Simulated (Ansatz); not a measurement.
**C₂H₈AlB (SMILES C[BH][AlH][CH3]): density, localisation and related maps**

| atom | x (Å) | y (Å) | z (Å) |
| --- | --- | --- | --- |
| C | -1.7789 | 1.4026 | -0.2306 |
| B | -0.6542 | 0.8896 | 0.7204 |
| Al | 0.3456 | -0.9905 | 0.6258 |
| C | 1.9250 | -1.3299 | -0.4888 |
| H | -2.3097 | 0.6591 | -0.8273 |
| H | -2.4975 | 2.0760 | 0.2455 |
| H | -1.2240 | 2.0388 | -0.9442 |
| H | -0.2900 | 1.6886 | 1.5501 |
| H | -0.1814 | -2.2148 | 1.5138 |
| H | 2.2684 | -0.4592 | -1.0516 |
| H | 1.7146 | -2.1314 | -1.2062 |
| H | 2.7589 | -1.6843 | 0.1271 |

Geometry: PBE0-D4/def2-TZVP.

Theory: Ansatz, RKS PBE0-D4/def2-TZVPP.

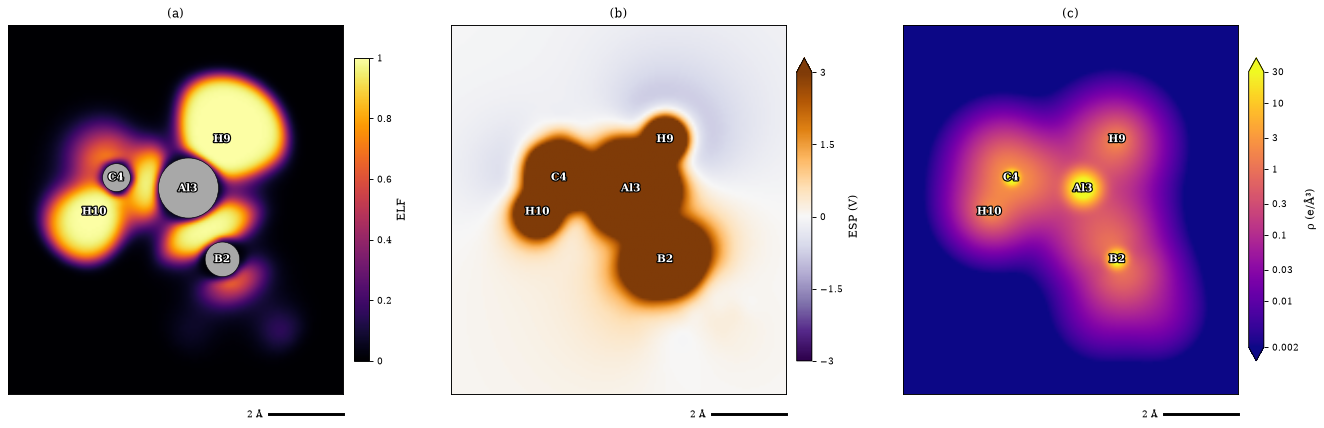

Figure 1. (a) ELF; (b) molecular electrostatic potential; (c) electron density on the plane of atoms B2, Al3 and H9. Grey discs cover the atomic cores in the ELF map.

Question: What does the map show?

Answer:
- The plane passes through B, Al, C and H nuclei.
- C–Al (1.96 Å): ρ at the midpoint is about 0.7 e/Å³; the ELF peaks at about 0.95 between the atoms: a polar covalent bond.
- Al–B (2.13 Å): ρ is about 0.59 e/Å³ halfway; the ELF peaks at about 1 between the atoms, as expected for a covalent bond.
- C–H (1.09 Å): the density is about 1.9 e/Å³ at the midpoint; the ELF climbs to about 1 towards the hydrogen, as it does in any bond to H; a covalent bond by its length.
- Al–H (1.60 Å): ρ at the midpoint is about 0.53 e/Å³; the ELF climbs to about 1 towards the hydrogen.
- Outside the dense part of the molecule the potential is most negative (−0.8 V) near H9.

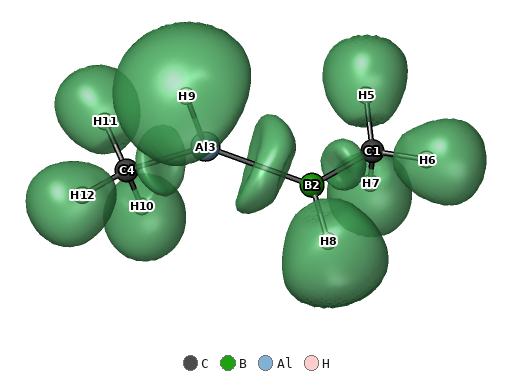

Figure 2. Isosurface of the electron localisation function at 0.85 (green), seen from one side. Core shells and regions of very low density are left out.

Question: Describe the localisation domains.

Answer: The ELF exceeds this value in one region between bonded Al–B atoms (shared pairs), one region between bonded Al–C atoms (shared pairs), one region between bonded B–C atoms (shared pairs) and eight regions around hydrogen nuclei. Profiles from the grid: C–B (1.56 Å): the ELF peaks at about 0.95 between the atoms (a covalent bond).

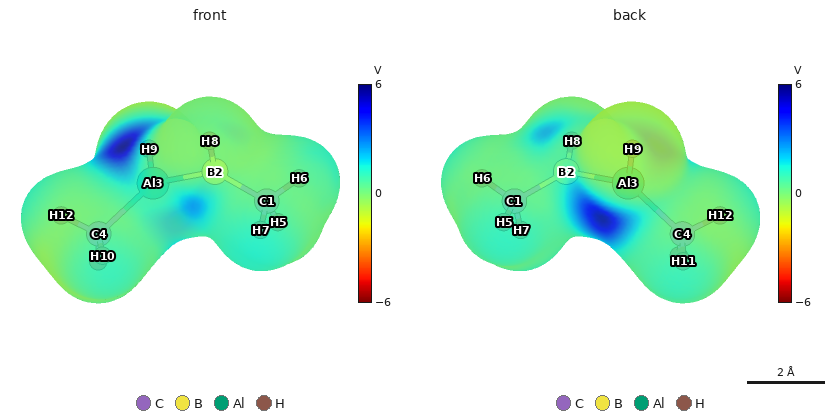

Figure 3. The electrostatic potential painted on the density surface at 0.004 e/bohr³, seen from the front and from behind; the colour scale runs from red (negative) to blue (positive).

Question: Which sites attract a positive test charge, and which a negative one?

Answer: A positive charge is drawn to the negative regions and a negative charge to the positive ones. The most negative region (about −0.7 V) lies over H9, the most positive (about +5.3 V) over Al3.
